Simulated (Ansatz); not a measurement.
# A hypothetical structure for CaCu3

Starting from a made-up structure for CaCu3, the aim is the relaxed cell, its shortest contacts and, where a second run follows, its electronic structure.

Main program and level: Ansatz 0.2.0; DFT, PBEsol, plane-wave PAW, default files, scalar-relativistic, ferromagnetic start, cell and ions relaxed at zero pressure, in the first sound run; inputs show where later runs differ.

### 1. Starting point

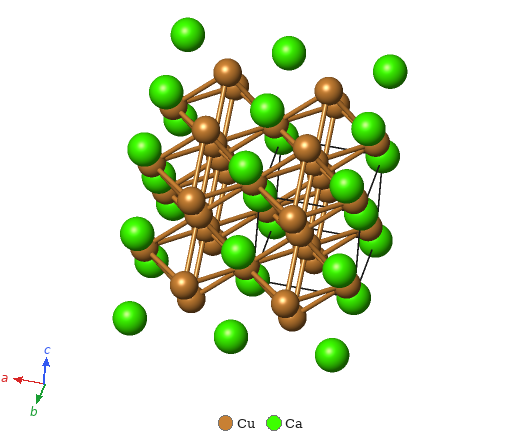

Start, viewed from a free direction; copper orange, calcium green. 2×2×2 cells are drawn. Some periodic images of atoms are drawn too.

### 2. Relaxing cell and atoms

The guess takes its coordinates from another compound and its volume from a rule, so the cell and any free coordinates are relaxed together.

The input, input.yaml:

```yaml
crystal:
  lattice:
    - [4.078, 0.0, 0.0]
    - [0.0, 4.078, 0.0]
    - [0.0, 0.0, 4.078]
  atoms:
    - { symbol: Cu, position: [0.5, 0.5, 0.0], spin: 0.6 }
    - { symbol: Cu, position: [0.5, 0.0, 0.5], spin: 0.6 }
    - { symbol: Cu, position: [0.0, 0.5, 0.5], spin: 0.6 }
    - { symbol: Ca, position: [0.0, 0.0, 0.0] }
magnetization:
  spin_polarized: true
kpoints:
  mp_grid: { grid: [7, 7, 7] }
scf:
  occupations: { method: fermi_dirac, width: 0.05 }
hamiltonian:
  xc: pbesol
  pseudopotentials: { kind: paw }
relax:
  f_tol: 0.015
  max_steps: 70
  cell: {}
output:
  forces: true
  stress: true
```

Command:

```
$ ansatz run input.yaml --threads 4 --pin off --max-ram 8192MiB --backend cpu --events-out ev --progress --plain --runs-dir out
```

Numbers of over 12 decimals in the logs are rounded to 6 here.

Output:

```text
Engine: ansatz 0.2.0, aarch64-unknown-linux-gnu
Pseudopotentials: kind: paw
Pseudopotential: Cu, paw, valence charge 19, recommended cutoff 420 eV (normal), Cu.paw.azcp
Pseudopotential: Ca, paw, valence charge 10, recommended cutoff 420 eV (normal), Ca.paw.azcp
Functional definition: PBEsol
  exchange = pbesol_x
  correlation = pbesol_c
Crystal: 4 atoms, lattice volume = 67.817 Å³
Basis set: ecut = 420 eV, 1357 PW (Γ), exchange–correlation on 60×60×60 points (8 copies of the dense FFT grid, shifted against one another)
Bands: 42, of which v1, the nominal top of the filled ones, is band 34 counted from 1 (33 counted from 0)
Symmetry: 48 space group operations
Space group: Pm-3m (ITA 221), of the structure as read, at distance tolerance 4.1e-5 Å
Magnetic group: BNS 221.92 (UNI 1594), of the structure as read, at distance tolerance 4.1e-5 Å
k-points: 20 of 343
Non-local potential: Cu, projectors of the file, l = 0: 3, l = 1: 2, l = 2: 3, l = 3: 1
Non-local potential: Ca, projectors of the file, l = 0: 3, l = 1: 2, l = 2: 2
PAW form: soft (Blöchl's): semilocal exchange-correlation on the pseudo side does not see the compensation charge
PAW frozen core: Cu, regenerated for the run's functional, and the local potential with it (the file was generated under x = pbe(κ = 0.804, μ = 0.219515), c = pbe(β = 0.066725))
PAW frozen core: Ca, regenerated for the run's functional, and the local potential with it (the file was generated under x = pbe(κ = 0.804, μ = 0.219515), c = pbe(β = 0.066725))
PAW one-centre angular grid: Cu, 590 points (default); XC on 64 Gauss nodes
PAW one-centre angular grid: Ca, 110 points (default); XC on 64 Gauss nodes
Initial density: superposition of atomic densities (chi_scale 0.1, normalization cell, long waves kept (reshape's long-wave potential 0.00 eV rms))
Starting moments: Σ|m| = 1.8 μB on 3 of 4 sites
Initial wavefunctions: pseudopotential atomic-orbital guess
Functional: x = pbesol(κ = 0.804, μ = 0.123457), c = pbesol(β = 0.046)
SCF iter   1: F=—  HF=-21574.275626 eV  |F-HF|=—  |Δ(HF+E_count)|=         —  Δρ=3.02e-1 (↑2.86e-1 ↓3.02e-1)  dr2=1.98e2  dr2_m=5.29e-2  M=1.814 μB ∫|m|=1.926 μB  β_m=1.00  ethr=3.10e-3  ⟨swp⟩=9.3  Hψ=8220  notcnv=0
preconditioner: auto → Kerker (q_TF=auto, 2.723 Å⁻¹)  [metal: Δε(μ)=0.013 eV  Ē_g=7.779 eV  σ=0.050 eV  W_gap=0.06  n_scr=26 (ndim 8)  ℏωp=28.9 eV  f_vac=0.000  D(μ)=8.67/eV (n_scr^D=122)]
spin=Collinear: Kerker preconditioning applied to the charge; magnetization (m = ρ↑ − ρ↓) channel mixes plain (no charge-response kernel on spin).
SCF iter   2: F=—  HF=-21566.218534 eV  |F-HF|=—  |Δ(HF+E_count)|=    8.06e0  Δρ=1.75e-1 (↑5.71e-2 ↓1.75e-1)  dr2=1.55e1  dr2_m=2.53e0  M=0.107 μB ∫|m|=0.191 μB  β_m=0.30  ethr=3.10e-3  ⟨swp⟩=4.0  Hψ=5045  notcnv=0  defer=22
SCF iter   3: F=—  HF=-21559.175654 eV  |F-HF|=—  |Δ(HF+E_count)|=    7.04e0  Δρ=4.43e-2 (↑3.87e-2 ↓4.43e-2)  dr2=4.31e-1  dr2_m=9.67e-1  M=0.223 μB ∫|m|=0.327 μB  β_m=0.30  ethr=3.10e-3  ⟨swp⟩=3.1  Hψ=4267  notcnv=0  defer=78
SCF iter   4: F=—  HF=-21559.019891 eV  |F-HF|=—  |Δ(HF+E_count)|=   1.56e-1  Δρ=4.50e-2 (↑4.50e-2 ↓1.55e-2)  dr2=9.88e-1  dr2_m=5.21e-1  M=0.204 μB ∫|m|=0.288 μB  β_m=0.30  ethr=6.43e-4  ⟨swp⟩=2.3  Hψ=3632  notcnv=0  defer=70
SCF iter   5: F=—  HF=-21559.208705 eV  |F-HF|=—  |Δ(HF+E_count)|=   1.89e-1  Δρ=4.82e-2 (↑5.79e-3 ↓4.82e-2)  dr2=9.23e-1  dr2_m=3.97e-1  M=0.091 μB ∫|m|=0.148 μB  β_m=0.30  ethr=6.43e-4  ⟨swp⟩=2.5  Hψ=2903  notcnv=0  defer=75
Mixer restart at iter 5: flushing history
spin-set hold released at iteration 5 (site moments contracting): the magnetisation degrees of freedom join the quasi-Newton model from the next iteration; the mixer history was flushed
SCF iter   6: F=—  HF=-21559.153635 eV  |F-HF|=—  |Δ(HF+E_count)|=   5.51e-2  Δρ=2.67e-2 (↑1.06e-2 ↓2.67e-2)  dr2=1.45e-1  dr2_m=2.12e-1  M=0.084 μB ∫|m|=0.124 μB  β_m=0.51  ethr=6.43e-4  ⟨swp⟩=2.1  Hψ=2779  notcnv=0  defer=82
SCF iter   7: F=—  HF=-21559.178475 eV  |F-HF|=—  |Δ(HF+E_count)|=   2.48e-2  Δρ=2.37e-2 (↑9.20e-3 ↓2.37e-2)  dr2=4.66e-1  dr2_m=3.45e-2  M=0.026 μB ∫|m|=0.051 μB  β_m=0.44  ethr=2.16e-4  ⟨swp⟩=2.1  Hψ=3143  notcnv=0  defer=82
SCF iter   8: F=—  HF=-21559.084413 eV  |F-HF|=—  |Δ(HF+E_count)|=   9.41e-2  Δρ=4.19e-3 (↑4.19e-3 ↓1.34e-3)  dr2=7.01e-3  dr2_m=1.62e-3  M=0.006 μB ∫|m|=0.019 μB  β_m=0.72  ethr=2.16e-4  ⟨swp⟩=2.1  Hψ=2833  notcnv=0  defer=82
SCF iter   9: F=—  HF=-21559.094614 eV  |F-HF|=—  |Δ(HF+E_count)|=   1.02e-2  Δρ=2.28e-3 (↑2.28e-3 ↓1.42e-3)  dr2=5.76e-3  dr2_m=1.16e-4  M=-0.001 μB ∫|m|=0.007 μB  β_m=0.83  ethr=1.05e-5  ⟨swp⟩=2.0  Hψ=2609  notcnv=0  defer=82
SCF iter  10: F=—  HF=-21559.093756 eV  |F-HF|=—  |Δ(HF+E_count)|=   8.58e-4  Δρ=2.46e-4 (↑8.79e-5 ↓2.46e-4)  dr2=3.45e-5  dr2_m=1.23e-5  M=-0.001 μB ∫|m|=0.003 μB  β_m=0.92  ethr=8.60e-6  ⟨swp⟩=2.2  Hψ=2007  notcnv=0  defer=82
SCF iter  11: F=—  HF=-21559.093791 eV  |F-HF|=—  |Δ(HF+E_count)|=   3.56e-5  Δρ=5.51e-5 (↑5.51e-5 ↓3.26e-5)  dr2=9.91e-6  dr2_m=2.70e-7  M=-0.000 μB ∫|m|=0.001 μB  β_m=0.96  ethr=5.15e-8  ⟨swp⟩=2.0  Hψ=2277  notcnv=0  defer=82
SCF iter  12: F=—  HF=-21559.093789 eV  |F-HF|=—  |Δ(HF+E_count)|=   2.58e-6  Δρ=1.80e-5 (↑7.82e-6 ↓1.80e-5)  dr2=6.34e-7  dr2_m=4.02e-8  M=-0.000 μB ∫|m|=0.000 μB  β_m=0.98  ethr=1.48e-8  ⟨swp⟩=2.0  Hψ=2179  notcnv=0  defer=82
SCF iter  13: F=—  HF=-21559.093789 eV  |F-HF|=—  |Δ(HF+E_count)|=   1.67e-7  Δρ=2.73e-6 (↑1.29e-6 ↓2.73e-6)  dr2=5.88e-9  dr2_m=1.82e-9  M=0.000 μB ∫|m|=0.000 μB  β_m=0.99  ethr=1.49e-10  ⟨swp⟩=2.1  Hψ=5442  notcnv=0
SCF iter  14: F=—  HF=-21559.093789 eV  |F-HF|=—  |Δ(HF+E_count)|=  4.22e-10  Δρ=4.74e-7 (↑4.62e-7 ↓4.74e-7)  dr2=1.99e-10  dr2_m=7.75e-11  M=0.000 μB ∫|m|=0.000 μB  β_m=0.99  ethr=8.77e-12  ⟨swp⟩=2.8  Hψ=3410  notcnv=0
SCF iter  15: F=-21559.093789 eV  HF=-21559.093789 eV  |F-HF|=3.64e-12  |Δ(HF+E_count)|=  2.95e-10  Δρ=1.02e-7 (↑9.40e-8 ↓1.02e-7)  dr2=8.45e-12  dr2_m=3.80e-12  M=0.000 μB ∫|m|=0.000 μB  ethr=1.00e-12  ⟨swp⟩=2.0  Hψ=2476  notcnv=0
WARN: the starting moments were not kept: the SCF closed with an absolute magnetisation of 7.2e-6 μB, where they sum to 1.8 μB in size (3 sites). That is at most 0.1 of that sum. Measured as dr2_m measures the in/out step, that magnetisation stands 2.2e-12 eV from none, at or under the dr2_threshold of 1.0e-7 eV: it is no larger than a step whose dr2_m would equal this threshold. The system may hold no moment; this S [...]
SCF 1 converged in 15 iterations: F = -21559.093789 eV  dr2 = 8.45e-12
[...]
SCF iter   7: F=-21559.176044 eV  HF=-21559.176044 eV  |F-HF|=4.94e-8  |Δ(HF+E_count)|=   1.10e-6  Δρ=8.15e-6 (↑8.15e-6 ↓6.78e-6)  dr2=1.28e-7  dr2_m=5.71e-10  M=0.000 μB ∫|m|=0.000 μB  β_m=0.96  ethr=5.97e-10  ⟨swp⟩=2.4  Hψ=5534  notcnv=0
SCF iter   8: F=-21559.176044 eV  HF=-21559.176044 eV  |F-HF|=8.52e-9  |Δ(HF+E_count)|=   1.42e-8  Δρ=2.67e-6 (↑2.67e-6 ↓2.43e-6)  dr2=1.49e-8  dr2_m=2.40e-11  M=0.000 μB ∫|m|=0.000 μB  ethr=1.91e-10  ⟨swp⟩=1.9  Hψ=4292  notcnv=0
the starting moments were not kept: the SCF closed with an absolute magnetisation of 8.8e-6 μB, where they sum to 1.8 μB in size (3 sites). That is at most 0.1 of that sum. Measured as dr2_m measures the in/out step, that magnetisation stands 3.2e-12 eV from none, at or under the dr2_threshold of 4.0e-7 eV: it is no larger than a step whose dr2_m would equal this threshold.
SCF 3 converged in 8 iterations: F = -21559.176044 eV  dr2 = 1.49e-8
relax step   3: F+E_penalty+E_count = -21559.17604414 eV  Δ(F+E_penalty+E_count) = -2.581e-3 eV  max|allowed force component| = 2.291e-29 eV/Å  Δτ_max = 0.0000 Å  P = -0.157 GPa  Ω = 62.954 Å³  energy of the carried Pulay correction = +1.364e-3 eV  (8 SCF iters, dr2 threshold 4.00e-7 eV, accepted)
[...]
relax step   4: F+E_penalty+E_count = -21559.17614619 eV  Δ(F+E_penalty+E_count) = -1.021e-4 eV  max|allowed force component| = 6.498e-29 eV/Å  Δτ_max = 0.0000 Å  P = -0.004 GPa  Ω = 62.825 Å³  energy of the carried Pulay correction = +1.401e-3 eV  (7 SCF iters, dr2 threshold 6.20e-8 eV, accepted)
Basis set: ecut = 420 eV, 1237 PW (Γ), exchange–correlation on 54×54×54 points (8 copies of the dense FFT grid, shifted against one another)
Initial wavefunctions: pseudopotential atomic-orbital guess (no wavefunctions were taken with the density)
iter 1 solved again at ethr=9.28e-6 eV; its pass at ethr=3.10e-3 eV (dr2=6.22e-3 eV) is discarded
SCF iter   1: F=—  HF=-21559.174488 eV  |F-HF|=—  |Δ(HF+E_count)|=         —  Δρ=7.21e-5 (↑7.20e-5 ↓7.21e-5)  dr2=1.62e-6  dr2_m=2.14e-11  M=-0.000 μB ∫|m|=0.000 μB  β_m=0.30  ethr=9.28e-6  ⟨swp⟩=2.0  Hψ=10354  notcnv=0
eigensolver tolerance schedule: the retry pair's looser diagonalisation over-reported the residual by 3825.32 of it (diagonalisation noise at an unbounded share of the residual, at the tolerance the schedule requests for it); recorded, not acted on — ethr = c·dr2/N_el stays at c = 1.0e-1
preconditioner: auto → Kerker (q_TF=auto, 2.758 Å⁻¹)  [metal: Δε(μ)=0.038 eV  Ē_g=10.005 eV  σ=0.050 eV  W_gap=0.18  n_scr=26 (ndim 8)  ℏωp=30.0 eV  f_vac=0.000  D(μ)=2.83/eV (n_scr^D=26)]
spin=Collinear: Kerker preconditioning applied to the charge; magnetization (m = ρ↑ − ρ↓) channel mixes plain (no charge-response kernel on spin).
SCF iter   2: F=—  HF=-21559.174494 eV  |F-HF|=—  |Δ(HF+E_count)|=   6.11e-6  Δρ=7.14e-5 (↑7.12e-5 ↓7.14e-5)  dr2=7.25e-6  dr2_m=1.08e-11  M=-0.000 μB ∫|m|=0.000 μB  β_m=0.44  ethr=2.43e-9  ⟨swp⟩=2.1  Hψ=3070  notcnv=0
SCF iter   3: F=—  HF=-21559.174495 eV  |F-HF|=—  |Δ(HF+E_count)|=   4.53e-7  Δρ=3.80e-5 (↑3.79e-5 ↓3.80e-5)  dr2=1.63e-6  dr2_m=4.23e-12  M=-0.000 μB ∫|m|=0.000 μB  β_m=0.72  ethr=2.43e-9  ⟨swp⟩=2.0  Hψ=2306  notcnv=0
SCF iter   4: F=—  HF=-21559.174494 eV  |F-HF|=—  |Δ(HF+E_count)|=   4.14e-7  Δρ=7.40e-6 (↑7.40e-6 ↓7.40e-6)  dr2=4.65e-8  dr2_m=2.13e-14  M=-0.000 μB ∫|m|=0.000 μB  β_m=0.86  ethr=2.43e-9  ⟨swp⟩=2.5  Hψ=2371  notcnv=0
SCF iter   5: F=—  HF=-21559.174494 eV  |F-HF|=—  |Δ(HF+E_count)|=   1.12e-7  Δρ=2.55e-6 (↑2.55e-6 ↓2.54e-6)  dr2=5.48e-9  dr2_m=1.47e-14  M=-0.000 μB ∫|m|=0.000 μB  β_m=0.93  ethr=6.94e-11  ⟨swp⟩=2.0  Hψ=2445  notcnv=0
SCF iter   6: F=—  HF=-21559.174494 eV  |F-HF|=—  |Δ(HF+E_count)|=   1.59e-9  Δρ=2.32e-7 (↑2.32e-7 ↓2.31e-7)  dr2=8.36e-11  dr2_m=4.38e-16  M=-0.000 μB ∫|m|=0.000 μB  β_m=0.96  ethr=8.18e-12  ⟨swp⟩=2.0  Hψ=2250  notcnv=0
SCF iter   7: F=-21559.174494 eV  HF=-21559.174494 eV  |F-HF|=7.28e-12  |Δ(HF+E_count)|=  6.91e-11  Δρ=6.05e-8 (↑6.03e-8 ↓6.05e-8)  dr2=8.26e-12  dr2_m=2.91e-17  M=-0.000 μB ∫|m|=0.000 μB  ethr=1.00e-12  ⟨swp⟩=3.0  Hψ=4294  notcnv=0
the starting moments were not kept: the SCF closed with an absolute magnetisation of 1.8e-8 μB, where they sum to 1.8 μB in size (3 sites). That is at most 0.1 of that sum. Measured as dr2_m measures the in/out step, that magnetisation stands 1.4e-17 eV from none, at or under the dr2_threshold of 4.0e-11 eV: it is no larger than a step whose dr2_m would equal this threshold.
SCF 5 converged in 7 iterations: F = -21559.174494 eV  dr2 = 8.26e-12
relax step   5: F+E_penalty+E_count = -21559.17449430 eV  Δ(F+E_penalty+E_count) = +1.652e-3 eV  max|allowed force component| = 1.420e-29 eV/Å  Δτ_max = 0.0000 Å  P = +0.010 GPa  Ω = 62.825 Å³  stress off target by 1.02e-2 GPa  SCF on the basis re-selected at this cell (its energy is not comparable with the rows above)  (7 SCF iters)
basis re-selected at this cell: Δ(F+E_penalty+E_count) = +1.652e-3 eV, ΔP = +0.014 GPa vs the last step (what re-selecting the basis moved, of the pressure what is left beyond the Pulay correction that the steps carried, after the strain that the cell walked since its last selection, with what the two solves' SCF thresholds leave and, on support functions, any second-order correction that the steps lacked; it is no measure of the basis error at this ecutwfc). The dense FFT grid was sized anew with the basis: this SCF ran on 27×27×27 points, the steps before it on 30×30×30, so part of this shift can come from that change (see relax.cell in the input reference). [rest of the remark cut]
SCF converged after 7 iterations
Magnetization: -0.0000 μB (33.5000 up, 33.5000 down)
Absolute magnetization: 0.0000 μB (∫|ρ↑−ρ↓|, with the PAW one-centre terms)
Spin contamination: 0.0000 ħ² per cell (⟨S²⟩ above its minimum at these occupations)
Per-site moments (μB) at R_I (Å): [(-1.968448209729612e-9, 1.159543), (-1.9684483474911836e-9, 1.159543), (-1.968448423815224e-9, 1.159543), (-2.1869978500511733e-9, 1.159543)]
Free energy (F): -21559.174494 eV
Harris-Foulkes:  -21559.174494 eV  (|F-HF|=7.28e-12)
Internal energy: -21559.153028 eV  (E = F + TS)
E sigma→0 (E₀):  -21559.163761 eV
Entropy (-TS):   -0.021466 eV (-5.367 meV/atom)
Fermi energy:    12.758641 eV
--- Per-component energies (eV) ---
  E_band       = -1388.116272
  E_kinetic    = 1181.480660
  E_local      = -14716.046766  (includes V_loc(G=0)·N_el)
  E_nonlocal   = 1243.997955
  E_hartree    = 6419.872702
  E_xc         = -401.199863
  E_vxc        = -514.235504  (∫ρ·V_xc dr)
  E_paw        = -5721.121196  (= ΣΔE_a)
  E_vpaw       = -1423.058448  (= ΣTr[D̂ρ^β])
  E_aug_tail   = 0.000857  (compensation charges beyond the density's cutoff)
  E_ewald      = -9566.874778
  E_core_change = 0.737401  (= ΣΔE_core)
  E_smearing   = -0.021466  (= −TS)
  E_closure    = 0.000000  (closes the sum)
  Σ components = -21559.174494   (vs F -21559.174494, Δ=0.00e0)
--- Forces (eV/Å), atoms counted from 1 ---
  atom   1  Cu    -0.00000000    -0.00000000     0.00000000
  atom   2  Cu    -0.00000000    -0.00000000    -0.00000000
  atom   3  Cu     0.00000000     0.00000000    -0.00000000
  atom   4  Ca     0.00000000     0.00000000     0.00000000
  max |Σ_I F_I| component: 2.26e-29 eV/Å
--- Stress (GPa, compression-positive) ---
        0.010181      -0.000000      -0.000000
       -0.000000       0.010181       0.000000
       -0.000000       0.000000       0.010181
  P = ⅓ Tr σ = 0.0102 GPa (0.102 kbar)
--- Relaxed structure (4 steps of the walk, 4 accepted, 1 SCFs on fresh bases) ---
  F+E_penalty+E_count = -21559.17449430 eV   max|allowed force component| = 1.420e-29 eV/Å   (the final SCF, on the basis selected at the relaxed cell)
  cell:  # Å, volume = 62.8252 Å³
    - [3.975374, 0, 0]
    - [0, 3.975374, 0]
    - [0, 0, 3.975374]
  atoms:
    - { symbol: Cu, position: [0.5, 0.5, 0] }
    - { symbol: Cu, position: [0.5, 0, 0.5] }
    - { symbol: Cu, position: [0, 0.5, 0.5] }
    - { symbol: Ca, position: [0, 0, 0] }
```

Wall time 10 s (4 threads of Arm Neoverse V1, shared host); peak memory 0.53 GiB; 35 s of CPU time.

Step by step:

| step | energy less that of the first step (eV) | largest force component (eV/Å) | pressure (GPa) | volume (Å³) |
| --- | --- | --- | --- | --- |
| 1 | 0.0000 | 0.0000 | -4.83 | 67.82 |
| 2 | -0.0797 | 0.0000 | 1.09 | 61.95 |
| 3 | -0.0823 | 0.0000 | -0.16 | 62.95 |
| 4 | -0.0824 | 0.0000 | 0.00 | 62.83 |
| 5* | -0.0807 | 0.0000 | 0.01 | 62.83 |

Relaxation steps marked * repeat the geometry before them on a plane-wave basis chosen anew for their cell, so energy and pressure can jump there.

The run keeps the 48 symmetry operations that it works with, so distortions that break them were not tested.

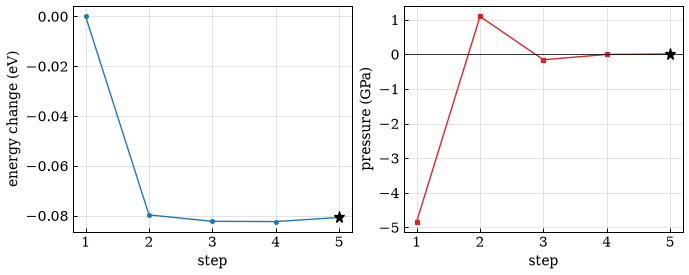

Energy and pressure along the relaxation. Stars mark steps on a basis chosen anew.

| conventional cell, symmetrised | before | after | change |
| --- | --- | --- | --- |
| a (Å) | 4.078 | 3.975 | -2.5 % |
| b (Å) | 4.078 | 3.975 | -2.5 % |
| c (Å) | 4.078 | 3.975 | -2.5 % |
| volume (Å³/atom) | 16.95 | 15.71 | -7.4 % |

Final coordinates:

```cif
data_structure
_symmetry_space_group_name_H-M 'P 1'
_symmetry_Int_Tables_number 1
_cell_length_a 3.9754
_cell_length_b 3.9754
_cell_length_c 3.9754
_cell_angle_alpha 90.000
_cell_angle_beta 90.000
_cell_angle_gamma 90.000
_cell_volume 62.83
loop_
_atom_site_label
_atom_site_type_symbol
_atom_site_fract_x
_atom_site_fract_y
_atom_site_fract_z
_atom_site_occupancy
Cu1 Cu 0.50000 0.50000 0.00000 1
Cu2 Cu 0.50000 0.00000 0.50000 1
Cu3 Cu 0.00000 0.50000 0.50000 1
Ca4 Ca 0.00000 0.00000 0.00000 1
```

Numbers from this step:

- free energy: -21559.1745 eV
- energy at zero smearing: -21559.1638 eV
- smearing term TS: 0.02147 eV
- Fermi energy: 12.76 eV
- electrons: 67
- symmetry operations: 48
- pressure: 0.01018 GPa

The shortest distance of each pair, which need not be the same contact before and after:

| pair | guess (Å) | relaxed (Å) |
| --- | --- | --- |
| Cu–Cu | 2.884 | 2.811 |
| Ca–Cu | 2.884 | 2.811 |
| Ca–Ca | 4.078 | 3.975 |

The relaxation ends with a pressure of 0.01 GPa. No moment survives the cycle: this start ends non-magnetic.

[end of part 1 of 2]

[Logs are printed without paths, hosts, clocks, repeated set-up lines and the standing remarks that a program may print on its own settings, such as how far it seeks lower states.]

[Hosts, paths, dates, database ids (printed as entryN), source tags and the programs' standing remarks are cut or masked in the printed files.]
